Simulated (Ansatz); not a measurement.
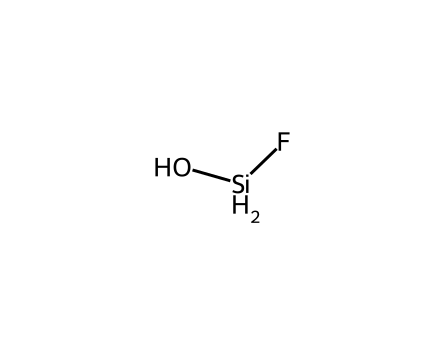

Simulated data, not a measurement (program: Ansatz).

Question: Write the SMILES.

Answer: O[SiH2]F

Question: Give the formula, hydrogens included.

Answer: FH3OSi.

Question: An optimisation with PBE0-D4/def2-TZVP gave a structure of which point group?

Answer: C1.
